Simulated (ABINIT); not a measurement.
# WS2 (Tungstenite): G0W0 with ABINIT, start to end, part 2 of 3

Aim: the G0W0 gap of WS2 (Tungstenite) on PBEsol, step by step.

ABINIT 10.8.3; PBEsol and many-body steps on it, plane waves. Known limits of the many-body steps: not at the basis limit; no spin-orbit coupling; coarse k mesh.

So far. Step 2 (Ground state): The gap is indirect, with the least direct gap 0.89 eV higher.

## 3. Bands along the symmetry lines

Level of this step: DFT, PBEsol, plane waves, norm-conserving pseudopotentials (ABINIT).

The cheap functional maps the bands first; the places of the edges decide which points the dearer methods must see.

Contents of run.abi:

```
acell 3*1.0 Angstrom
rprim 
  3.153199999992 0.000000000002 0.000000000000
  -1.576599999998 2.730751303206 0.000000000000
  0.000000000000 0.000000000000 12.323000000000
ntypat 2
znucl 74 16
natom 6
typat 1 1 2 2 2 2
xred 
  0.333333333333 0.666666666667 0.250000000000
  0.666666666667 0.333333333333 0.750000000000
  0.333333333333 0.666666666667 0.622500000000
  0.666666666667 0.333333333333 0.122500000000
  0.333333333333 0.666666666667 0.877500000000
  0.666666666667 0.333333333333 0.377500000000
pp_dirpath "pseudos"
pseudos "W.upf, S.upf"
ecut 31
iscf -2
irdden 1
kptopt 0
nkpt 75
kpt 
  0.00000000 0.00000000 0.00000000
  0.06250000 0.00000000 0.00000000
  0.12500000 0.00000000 0.00000000
  0.18750000 0.00000000 0.00000000
  0.25000000 0.00000000 0.00000000
  0.31250000 0.00000000 0.00000000
  0.37500000 0.00000000 0.00000000
  0.43750000 0.00000000 0.00000000
  0.50000000 0.00000000 0.00000000
  0.47916667 0.04166667 0.00000000
  0.45833333 0.08333333 0.00000000
  0.43750000 0.12500000 0.00000000
  0.41666666 0.16666666 0.00000000
  0.39583333 0.20833333 0.00000000
  0.37500000 0.25000000 0.00000000
  0.35416666 0.29166666 0.00000000
  0.33333333 0.33333333 0.00000000
  0.29166666 0.29166666 0.00000000
  0.25000000 0.25000000 0.00000000
  0.20833333 0.20833333 0.00000000
  0.16666666 0.16666666 0.00000000
  0.12500000 0.12500000 0.00000000
  0.08333333 0.08333333 0.00000000
  0.04166667 0.04166667 0.00000000
  0.00000000 0.00000000 0.00000000
  0.00000000 0.00000000 0.06250000
  0.00000000 0.00000000 0.12500000
  0.00000000 0.00000000 0.18750000
  0.00000000 0.00000000 0.25000000
  0.00000000 0.00000000 0.31250000
  0.00000000 0.00000000 0.37500000
  0.00000000 0.00000000 0.43750000
  0.00000000 0.00000000 0.50000000
  0.06250000 0.00000000 0.50000000
  0.12500000 0.00000000 0.50000000
  0.18750000 0.00000000 0.50000000
  0.25000000 0.00000000 0.50000000
  0.31250000 0.00000000 0.50000000
  0.37500000 0.00000000 0.50000000
  0.43750000 0.00000000 0.50000000
  0.50000000 0.00000000 0.50000000
  0.47916667 0.04166667 0.50000000
  0.45833333 0.08333333 0.50000000
  0.43750000 0.12500000 0.50000000
  0.41666666 0.16666666 0.50000000
  0.39583333 0.20833333 0.50000000
  0.37500000 0.25000000 0.50000000
  0.35416666 0.29166666 0.50000000
  0.33333333 0.33333333 0.50000000
  0.29166666 0.29166666 0.50000000
  0.25000000 0.25000000 0.50000000
  0.20833333 0.20833333 0.50000000
  0.16666666 0.16666666 0.50000000
  0.12500000 0.12500000 0.50000000
  0.08333333 0.08333333 0.50000000
  0.04166667 0.04166667 0.50000000
  0.00000000 0.00000000 0.50000000
  0.50000000 0.00000000 0.50000000
  0.50000000 0.00000000 0.43750000
  0.50000000 0.00000000 0.37500000
  0.50000000 0.00000000 0.31250000
  0.50000000 0.00000000 0.25000000
  0.50000000 0.00000000 0.18750000
  0.50000000 0.00000000 0.12500000
  0.50000000 0.00000000 0.06250000
  0.50000000 -0.00000000 0.00000000
  0.33333333 0.33333333 0.50000000
  0.33333333 0.33333333 0.43750000
  0.33333333 0.33333333 0.37500000
  0.33333333 0.33333333 0.31250000
  0.33333333 0.33333333 0.25000000
  0.33333333 0.33333333 0.18750000
  0.33333333 0.33333333 0.12500000
  0.33333333 0.33333333 0.06250000
  0.33333333 0.33333333 0.00000000
istwfk *1
nband 38
nbdbuf 7
tolwfr 1e-07
nstep 50
prtwf 0
prtvol 0
indata_prefix "in"
outdata_prefix "out"
tmpdata_prefix "tmp"
```

Command:

```
$ OMP_NUM_THREADS=1 mpirun -n 4 abinit run.abi > log
```

Numbers of over 12 decimals in the logs are rounded to 6 here.

The log of the run:

```text
.Version 10.8.3 of ABINIT. v10.8.2 released Aug 2026.

 Symmetries : space group P6_3/m m c (#194); Bravais hP (primitive hexag.)
[... echo of the input left out ...]
== DATASET  1 ==================================================================
-   mpi_nproc: 4, omp_nthreads: 1 (-1 if OMP is not activated)

--- !DatasetInfo
iteration_state: {dtset: 1, }
dimensions: {natom: 6, nkpt: 75, mband: 38, nsppol: 1, nspinor: 1, nspden: 1, mpw: 5986, }
cutoff_energies: {ecut:  31.0, pawecutdg:  -1.0, }
electrons: {nelect:   5.20000000E+01, charge:   0.00000000E+00, occopt:   1.00000000E+00, tsmear:   1.00000000E-02, }

 Real(R)+Recip(G) space primitive vectors, cartesian coordinates (Bohr,Bohr^-1):
 R(1)=  5.9586844  0.0000000  0.0000000  G(1)=  0.1678223  0.0968922  0.0000000
 R(2)= -2.9793422  5.1603721  0.0000000  G(2)=  0.0000000  0.1937845  0.0000000
 R(3)=  0.0000000  0.0000000 23.2870950  G(3)=  0.0000000  0.0000000  0.0429422
 Unit cell volume ucvol=  7.1605555E+02 bohr^3
 Angles (23,13,12)=  9.00000000E+01  9.00000000E+01  1.20000000E+02 degrees

 getcut: wavevector=  0.0000  0.0000  0.0000  ngfft=  30  30 120
         ecut(hartree)=     31.000   => boxcut(ratio)=   2.01023

--- Pseudopotential description ------------------------------------------------
- W Generated using ONCVPSP code by D. R. Hamann
- 74.00000  14.00000  180301                  znucl, zion, pspdat
12 -116133 3 -1 1396                          pspcod,pspxc,lmax,lloc,mmax
     nproj     2     2     2     2
  pspatm : epsatm=   11.51367016
         --- l  ekb(1:nproj) -->
             0   13.027742    1.852033
             1    9.109631    1.414397
             2    4.487527    0.514612
[...]
pspatm: atomic psp has been read  and splines computed

- S Generated using ONCVPSP code by D. R. Hamann
- 16.00000   6.00000  180301                  znucl, zion, pspdat
12 -116133 2 -1 1146                          pspcod,pspxc,lmax,lloc,mmax
     nproj     2     2     2     0
  pspatm : epsatm=    8.71840686
         --- l  ekb(1:nproj) -->
[...]
pspatm: atomic psp has been read  and splines computed

--------------------------------------------------------------------------------

================================================================================
 prteigrs : about to open file out_EIG
 Non-SCF case, kpt    1 (  0.00000  0.00000  0.00000), residuals and eigenvalues=
  4.03E-08  3.85E-08  3.47E-08  4.13E-08  3.07E-08  8.79E-08  2.01E-08  3.84E-08
  3.98E-08  5.23E-08  2.87E-08  5.16E-08  6.47E-08  5.37E-08  2.94E-08  2.91E-08
  8.43E-08  6.40E-08  9.43E-08  3.49E-08  5.86E-08  4.29E-08  5.91E-08  5.43E-08
[...]
3.88E-08  5.90E-08  4.79E-08  5.56E-08  5.72E-04  1.56E-04
 -2.3930E+00 -2.3930E+00 -1.0799E+00 -1.0799E+00 -1.0727E+00 -1.0727E+00
 -1.0727E+00 -1.0727E+00 -2.2663E-01 -2.1799E-01 -1.6946E-01 -1.5295E-01
[...]
5.7553E-01  6.2440E-01
 Non-SCF case, kpt   75 (  0.33333  0.33333  0.00000), residuals and eigenvalues=
[...]
5.7522E-01  6.2517E-01

--- !ResultsGS
iteration_state: {dtset: 1, }
comment   : Summary of ground state results
lattice_vectors:
- [  5.9586844,   0.0000000,   0.0000000, ]
- [ -2.9793422,   5.1603721,   0.0000000, ]
- [  0.0000000,   0.0000000,  23.2870950, ]
lattice_lengths: [   5.95868,    5.95868,   23.28710, ]
lattice_angles: [ 90.000,  90.000, 120.000, ] # degrees, (23, 13, 12)
lattice_volume:   7.1605555E+02
convergence: {deltae:  0.000E+00, res2:  0.000E+00, residm:  9.974E-08, diffor:  0.000E+00, }
etotal    :  -1.95929348E+02
entropy   :   0.00000000E+00
fermie    :   3.47826546E-01
cartesian_stress_tensor: null
pressure_GPa: null
xred      :
- [  3.3333E-01,   6.6667E-01,   2.5000E-01,  W]
- [  6.6667E-01,   3.3333E-01,   7.5000E-01,  W]
- [  3.3333E-01,   6.6667E-01,   6.2250E-01,  S]
- [  6.6667E-01,   3.3333E-01,   1.2250E-01,  S]
- [  3.3333E-01,   6.6667E-01,   8.7750E-01,  S]
- [  6.6667E-01,   3.3333E-01,   3.7750E-01,  S]
cartesian_forces: null
force_length_stats: {min: null, max: null, mean: null, }

 Integrated electronic density in atomic spheres:
 ------------------------------------------------
 Atom  Sphere_radius  Integrated_density
[...]
================================================================================

 ----iterations are completed or convergence reached----

 Mean square residual over all n,k,spin=   51.666E-09; max=  99.738E-09
 reduced coordinates (array xred) for    6 atoms
[...]
0.333333333333      0.666666666667      0.877500000000
       0.666666666667      0.333333333333      0.377500000000

 cartesian coordinates (angstrom) at end:
    1     -1.33e-12     1.820501     3.080750
    2      1.576600     0.910250     9.242250
    3     -1.33e-12     1.820501     7.671068
    4      1.576600     0.910250     1.509567
    5     -1.33e-12     1.820501    10.813432
    6      1.576600     0.910250     4.651933
 length scales=  1.889726125908  1.889726125908  1.889726125908 bohr
              =  1.000000000000  1.000000000000  1.000000000000 angstroms
 prteigrs : about to open file out_EIG
 Eigenvalues (hartree) for nkpt=  75  k points:
 kpt#   1, nband= 38, wtk=  1.00000, kpt=  0.0000  0.0000  0.0000 (reduced coord)
[...]
kpt#   2, nband= 38, wtk=  1.00000, kpt=  0.0625  0.0000  0.0000 (reduced coord)
[...]
kpt#   3, nband= 38, wtk=  1.00000, kpt=  0.1250  0.0000  0.0000 (reduced coord)
[...]
kpt#  74, nband= 38, wtk=  1.00000, kpt=  0.3333  0.3333  0.0625 (reduced coord)
[...]
0.53103    0.53103    0.55391    0.57553    0.57553    0.62440
 kpt#  75, nband= 38, wtk=  1.00000, kpt=  0.3333  0.3333  0.0000 (reduced coord)
[...]
0.15066    0.16013    0.18091    0.18091    0.19520    0.19520    0.24065    0.24065
   0.31997    0.32797    0.39494    0.39494    0.42048    0.46738    0.46993    0.46993
   0.53130    0.53130    0.55308    0.57522    0.57522    0.62517

== END DATASET(S) ==============================================================
================================================================================

 -outvars: echo values of variables after computation  --------
            nband          38
             nkpt          75
          spgroup         194
 [... the other variables as echoed above ...]

 Calculation completed.
```

The job ended after 89 s (4 MPI ranks of Arm Neoverse V1, shared host; peak memory 0.53 GiB).

Numbers from this step:

| Property | Result |
| --- | --- |
| gap | 0.9350 eV |
| k of the valence top | 0, 0, 0 |
| k of the conduction bottom | 0.1667, 0.1667, 0 |
| least direct gap | 1.822 eV |

The gap is 0.935 eV, as in the run before at this level.

The electronic bands at the labelled points (eV, zero at the top of the highest filled band):

| point | band 23 | band 24 | band 25 | band 26 | band 27 | band 28 | band 29 | band 30 |
| --- | --- | --- | --- | --- | --- | --- | --- | --- |
| Γ | -2.18 | -1.49 | -1.26 | 0.00 | 2.30 | 2.30 | 2.31 | 2.31 |
| M | -1.95 | -1.74 | -1.72 | -1.54 | 2.31 | 2.36 | 2.57 | 2.90 |
| K | -2.92 | -2.92 | -0.76 | -0.54 | 1.28 | 1.28 | 1.98 | 3.25 |
| Γ | -2.18 | -1.49 | -1.26 | 0.00 | 2.30 | 2.30 | 2.31 | 2.31 |
| A | -2.21 | -2.21 | -0.32 | -0.32 | 2.30 | 2.30 | 2.30 | 2.30 |
| L | -1.85 | -1.85 | -1.62 | -1.62 | 2.33 | 2.33 | 2.76 | 2.76 |
| H | -3.10 | -3.10 | -0.66 | -0.66 | 1.28 | 1.28 | 2.53 | 2.53 |
| A | -2.21 | -2.21 | -0.32 | -0.32 | 2.30 | 2.30 | 2.30 | 2.30 |
| jump to L | -1.85 | -1.85 | -1.62 | -1.62 | 2.33 | 2.33 | 2.76 | 2.76 |
| M | -1.95 | -1.74 | -1.72 | -1.54 | 2.31 | 2.36 | 2.57 | 2.90 |
| jump to H | -3.10 | -3.10 | -0.66 | -0.66 | 1.28 | 1.28 | 2.53 | 2.53 |
| K | -2.92 | -2.92 | -0.76 | -0.54 | 1.28 | 1.28 | 1.98 | 3.25 |

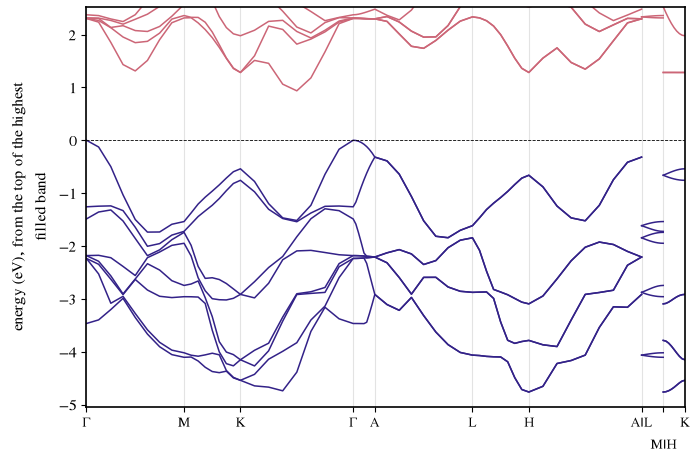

Electronic bands along the path; lines of filled and empty bands in two colours.

## 4. Empty states on the mesh, 3×3×1 mesh, 429 bands

The sums over transitions need many empty states on a uniform mesh; this step solves for them.

Contents of run.abi:

```
acell 3*1.0 Angstrom
rprim 
  3.153199999992 0.000000000002 0.000000000000
  -1.576599999998 2.730751303206 0.000000000000
  0.000000000000 0.000000000000 12.323000000000
ntypat 2
znucl 74 16
natom 6
typat 1 1 2 2 2 2
xred 
  0.333333333333 0.666666666667 0.250000000000
  0.666666666667 0.333333333333 0.750000000000
  0.333333333333 0.666666666667 0.622500000000
  0.666666666667 0.333333333333 0.122500000000
  0.333333333333 0.666666666667 0.877500000000
  0.666666666667 0.333333333333 0.377500000000
pp_dirpath "pseudos"
pseudos "W.upf, S.upf"
ecut 31
ngkpt 3 3 1
nshiftk 1
shiftk 0 0 0
kptopt 1
chksymbreak 0
iscf -2
irdden 1
istwfk *1
nband 429
nbdbuf 38
tolwfr 1e-09
nstep 60
prtvol 0
indata_prefix "in"
outdata_prefix "out"
tmpdata_prefix "tmp"
```

Command:

```
$ OMP_NUM_THREADS=1 mpirun -n 3 abinit run.abi > log
```

The log of the run:

```text
.Version 10.8.3 of ABINIT. v10.8.2 released Aug 2026.

 Symmetries : space group P6_3/m m c (#194); Bravais hP (primitive hexag.)
[... echo of the input left out ...]
== DATASET  1 ==================================================================
-   mpi_nproc: 3, omp_nthreads: 1 (-1 if OMP is not activated)

--- !DatasetInfo
iteration_state: {dtset: 1, }
dimensions: {natom: 6, nkpt: 3, mband: 429, nsppol: 1, nspinor: 1, nspden: 1, mpw: 5917, }
cutoff_energies: {ecut:  31.0, pawecutdg:  -1.0, }
electrons: {nelect:   5.20000000E+01, charge:   0.00000000E+00, occopt:   1.00000000E+00, tsmear:   1.00000000E-02, }

 Real(R)+Recip(G) space primitive vectors, cartesian coordinates (Bohr,Bohr^-1):
 R(1)=  5.9586844  0.0000000  0.0000000  G(1)=  0.1678223  0.0968922  0.0000000
 R(2)= -2.9793422  5.1603721  0.0000000  G(2)=  0.0000000  0.1937845  0.0000000
 R(3)=  0.0000000  0.0000000 23.2870950  G(3)=  0.0000000  0.0000000  0.0429422
 Unit cell volume ucvol=  7.1605555E+02 bohr^3
 Angles (23,13,12)=  9.00000000E+01  9.00000000E+01  1.20000000E+02 degrees

 getcut: wavevector=  0.0000  0.0000  0.0000  ngfft=  30  30 120
         ecut(hartree)=     31.000   => boxcut(ratio)=   2.01023

--- Pseudopotential description ------------------------------------------------
- W Generated using ONCVPSP code by D. R. Hamann
- 74.00000  14.00000  180301                  znucl, zion, pspdat
12 -116133 3 -1 1396                          pspcod,pspxc,lmax,lloc,mmax
     nproj     2     2     2     2
  pspatm : epsatm=   11.51367016
         --- l  ekb(1:nproj) -->
             0   13.027742    1.852033
             1    9.109631    1.414397
             2    4.487527    0.514612
[...]
pspatm: atomic psp has been read  and splines computed

- S Generated using ONCVPSP code by D. R. Hamann
- 16.00000   6.00000  180301                  znucl, zion, pspdat
12 -116133 2 -1 1146                          pspcod,pspxc,lmax,lloc,mmax
     nproj     2     2     2     0
  pspatm : epsatm=    8.71840686
         --- l  ekb(1:nproj) -->
[...]
pspatm: atomic psp has been read  and splines computed

--------------------------------------------------------------------------------

================================================================================
 prteigrs : about to open file out_EIG
 Non-SCF case, kpt    1 (  0.00000  0.00000  0.00000), residuals and eigenvalues=
  3.56E-10  3.56E-10  2.45E-10  6.42E-10  1.88E-10  9.05E-10  1.21E-10  1.94E-10
  4.03E-10  4.23E-10  3.34E-10  4.48E-10  6.35E-10  6.92E-11  5.20E-10  3.33E-10
  6.30E-10  6.54E-10  8.01E-10  3.34E-10  3.99E-10  6.04E-10  9.60E-10  3.47E-10
[...]
5.12E-04  2.42E-04  7.89E-04  1.14E-03  7.49E-04
 -2.3930E+00 -2.3930E+00 -1.0799E+00 -1.0799E+00 -1.0727E+00 -1.0727E+00
 -1.0727E+00 -1.0727E+00 -2.2663E-01 -2.1799E-01 -1.6946E-01 -1.5295E-01
  6.5524E-02  1.0502E-01  2.0518E-01  2.1990E-01  2.1990E-01  2.2041E-01
[...]
5.0132E+00  5.0133E+00  5.0178E+00  5.0178E+00  5.0228E+00  5.0229E+00
  5.0285E+00  5.0330E+00  5.0332E+00  5.0483E+00  5.0572E+00  5.0667E+00
[...]
prteigrs : prtvol=0 or 1, do not print more k-points.

--- !ResultsGS
iteration_state: {dtset: 1, }
comment   : Summary of ground state results
lattice_vectors:
- [  5.9586844,   0.0000000,   0.0000000, ]
- [ -2.9793422,   5.1603721,   0.0000000, ]
- [  0.0000000,   0.0000000,  23.2870950, ]
lattice_lengths: [   5.95868,    5.95868,   23.28710, ]
lattice_angles: [ 90.000,  90.000, 120.000, ] # degrees, (23, 13, 12)
lattice_volume:   7.1605555E+02
convergence: {deltae:  0.000E+00, res2:  0.000E+00, residm:  9.952E-10, diffor:  0.000E+00, }
etotal    :  -1.95929348E+02
entropy   :   0.00000000E+00
fermie    :   3.47826546E-01
cartesian_stress_tensor: null
pressure_GPa: null
xred      :
- [  3.3333E-01,   6.6667E-01,   2.5000E-01,  W]
- [  6.6667E-01,   3.3333E-01,   7.5000E-01,  W]
- [  3.3333E-01,   6.6667E-01,   6.2250E-01,  S]
- [  6.6667E-01,   3.3333E-01,   1.2250E-01,  S]
- [  3.3333E-01,   6.6667E-01,   8.7750E-01,  S]
- [  6.6667E-01,   3.3333E-01,   3.7750E-01,  S]
cartesian_forces: null
force_length_stats: {min: null, max: null, mean: null, }

 Integrated electronic density in atomic spheres:
 ------------------------------------------------
 Atom  Sphere_radius  Integrated_density
[...]
================================================================================

 ----iterations are completed or convergence reached----

 Mean square residual over all n,k,spin=   41.701E-11; max=  99.518E-11
 reduced coordinates (array xred) for    6 atoms
[...]
0.333333333333      0.666666666667      0.877500000000
       0.666666666667      0.333333333333      0.377500000000

 cartesian coordinates (angstrom) at end:
    1     -1.33e-12     1.820501     3.080750
    2      1.576600     0.910250     9.242250
    3     -1.33e-12     1.820501     7.671068
    4      1.576600     0.910250     1.509567
    5     -1.33e-12     1.820501    10.813432
    6      1.576600     0.910250     4.651933
 length scales=  1.889726125908  1.889726125908  1.889726125908 bohr
              =  1.000000000000  1.000000000000  1.000000000000 angstroms
 prteigrs : about to open file out_EIG
 Eigenvalues (hartree) for nkpt=   3  k points:
 kpt#   1, nband=429, wtk=  0.11111, kpt=  0.0000  0.0000  0.0000 (reduced coord)
[...]
4.96928    4.98088    4.98089    4.99282    4.99284    4.99789    5.01320    5.01327
   5.01780    5.01781    5.02284    5.02286    5.02847    5.03303    5.03319    5.04833
   5.05719    5.06672    5.07015    5.08447    5.09038
 prteigrs : prtvol=0 or 1, do not print more k-points.

== END DATASET(S) ==============================================================
================================================================================

 -outvars: echo values of variables after computation  --------
            nband         429
             nkpt           3
          spgroup         194
 [... the other variables as echoed above ...]

 Calculation completed.
```

It took 4.4 min on 3 MPI ranks; peak memory 0.38 GiB; 13 min of CPU time.

This step gave:

```yaml
gap: 1.282 eV
k_of_the_valence_top: 0, 0, 0
k_of_the_conduction_bottom: 0.3333, 0.3333, 0
least_direct_gap: 1.822 eV
k_points_computed: 3
lowest_point_of_the_top_converged_band_above_the_valence_top: 116.9083 eV
```

On this mesh the gap is 1.282 eV. The earlier step found 0.935 eV, so this mesh misses an edge.

(Continued in part 3 of 3.)

[Paths, hosts, dates, memory and timing lines, banners, echoed tables and standing remarks are left out of the program output.]

[Logs are printed without paths, hosts, clocks, repeated set-up lines and the standing remarks that a program may print on its own settings, such as how far it seeks lower states.]

[Runs of the session that timed out or met a known fault of the program may be left out.]

[Hosts, paths, dates, database ids (printed as entryN), source tags and the programs' standing remarks are cut or masked in the printed files.]

[G0W0 gaps are taken among the corrected bands and points alone; a level outside them can change the order at an edge.]

[Where Ansatz stands beside ABINIT at settings called matched, ABINIT's density can come from a denser mesh and the files from another edition; pairs whose starting gaps differed by over 0.03 eV were left out, so agreement reads better than it is.]
